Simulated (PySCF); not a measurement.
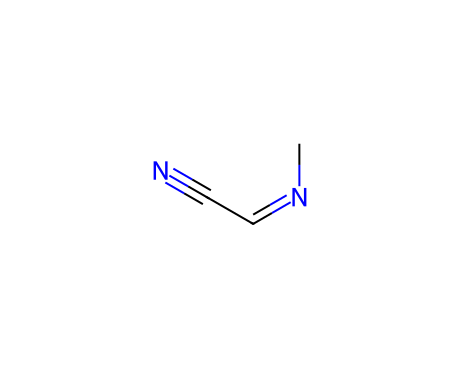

A structural formula.

> Give its SMILES.

C/N=C\C#N

> What is the molecular formula?

C3H4N2.

> An optimisation with PBE0-D3(BJ)/def2-SVP gave a structure of which point group?

Cs.

The parts below concern this one geometry. Atoms keep their numbers from picture to picture. Computed geometry: PBE0-D3(BJ)/def2-SVP optimisation. No frequency run is at hand to confirm it as a minimum.

### Geometry

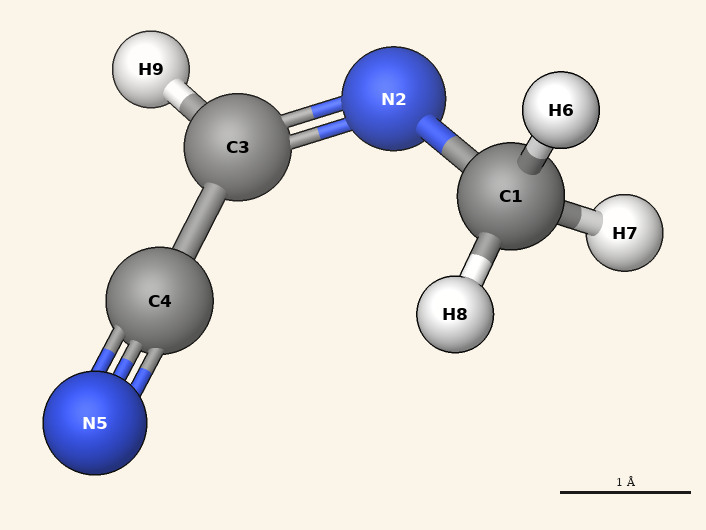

Atoms carry their numbers in the input. No frequency run is at hand to confirm it as a minimum.

> How are the neighbours of atom 1 arranged?

C1 has 4 neighbours (N2 at 1.43, H6 at 1.10, H7 at 1.10, H8 at 1.11 Å); the arrangement is tetrahedral.

> Describe the coordination of atom 3.

C3 has 3 neighbours (N2 at 1.27, C4 at 1.45, H9 at 1.10 Å); the arrangement is trigonal planar.

> How are the neighbours of atom 4 arranged?

C4 has 2 neighbours (C3 at 1.45, N5 at 1.16 Å); the arrangement is linear.

> Describe the coordination of atom 2.

N2 has 2 neighbours (C1 at 1.43, C3 at 1.27 Å); the arrangement is bent.

> What is the dihedral angle C1–N2–C3–C4?

0° in size, that is syn (eclipsed).

### Levels of theory compared

No frequency run is at hand to confirm it as a minimum. Program: PySCF 2.14.0.

Compare dipole (D) at these levels: BHandHLYP/aug-pcX-1 (pcseg-1 on H); PBE0/pcSseg-1 in acetonitrile (IEF-PCM); PBE0/pcSseg-1 in cyclohexane (IEF-PCM); ωB97X-D/def2-SVPD; ωB97X-D/def2-SVPD in acetonitrile (IEF-PCM); ωB97X-D/def2-SVPD in cyclohexane (IEF-PCM).

```
                                      level  dipole (D)
         BHandHLYP/aug-pcX-1 (pcseg-1 on H)        2.08
    PBE0/pcSseg-1 in acetonitrile (IEF-PCM)        2.53
     PBE0/pcSseg-1 in cyclohexane (IEF-PCM)        2.25
                          ωB97X-D/def2-SVPD        2.05
ωB97X-D/def2-SVPD in acetonitrile (IEF-PCM)        2.56
 ωB97X-D/def2-SVPD in cyclohexane (IEF-PCM)        2.28
```

### NMR shielding

The questions are on isotropic NMR shieldings of the N atoms. No frequency run is at hand to confirm it as a minimum. Properties computed with GIAO PBE0/pcSseg-1 NMR shielding, non-relativistic, IEF-PCM acetonitrile (PySCF 2.14.0).

List the isotropic NMR shieldings of the N atoms.

| atom | σ (ppm) |
| --- | --- |
| N2 | −180.3 |
| N5 | −44.1 |

### Polarisability

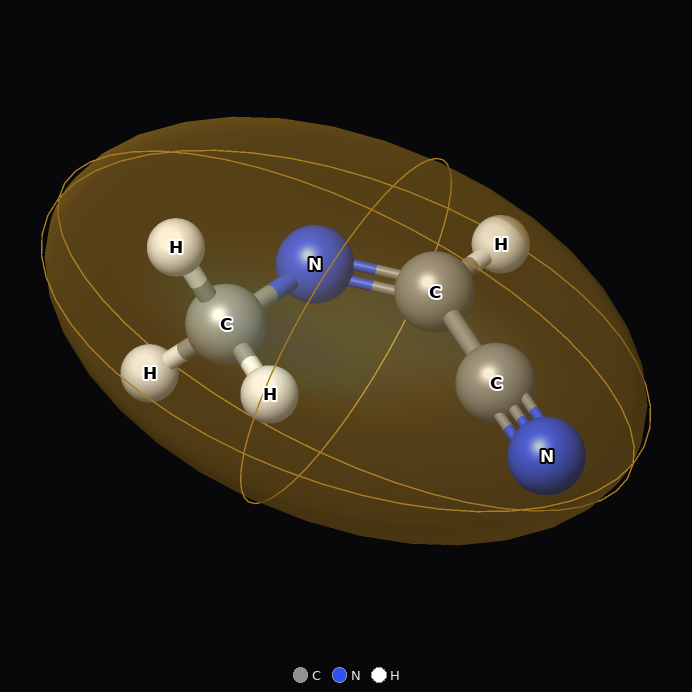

The ellipsoid shows the static dipole polarisability: its half-axes are proportional to the principal values. No frequency run is at hand to confirm it as a minimum. Method: ωB97X-D/def2-SVPD in cyclohexane (IEF-PCM) (PySCF 2.14.0).

> How large and how anisotropic is the polarisability?

Principal values 37.7, 52.0, 74.7 bohr³; mean 54.8 bohr³ (8.12 Å³); anisotropy 32.3 bohr³, so the longest axis is 1.98 times the shortest.

### Charges

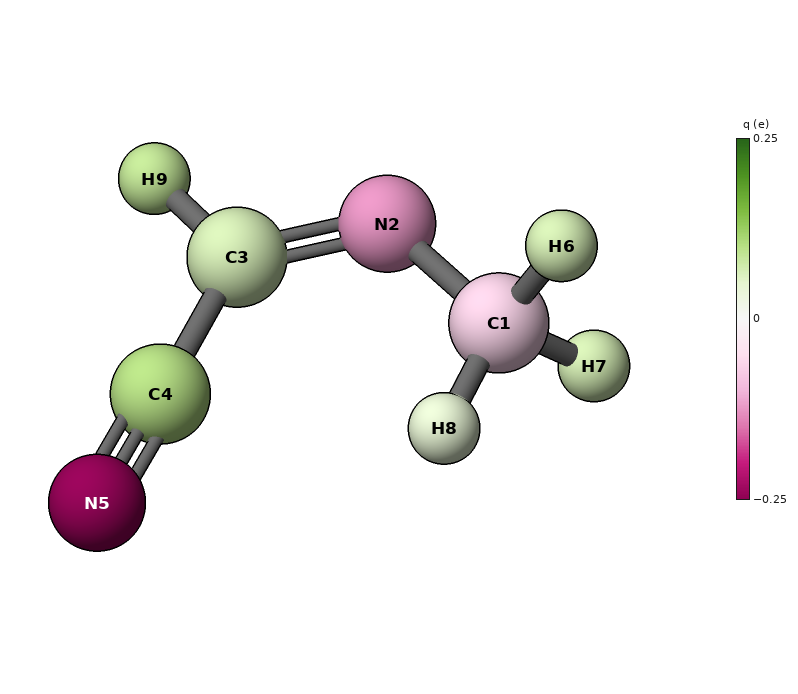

Atoms are coloured by their Hirshfeld charges. No frequency run is at hand to confirm it as a minimum. Level of theory: PBE0/pcSseg-1 in acetonitrile (IEF-PCM) (PySCF 2.14.0).

Give the Hirshfeld charges atom by atom.

```
atom  value (e)
  C1      −0.06
  N2      −0.12
  C3       0.06
  C4       0.10
  N5      −0.24
  H6       0.07
  H7       0.07
  H8       0.04
  H9       0.09
```
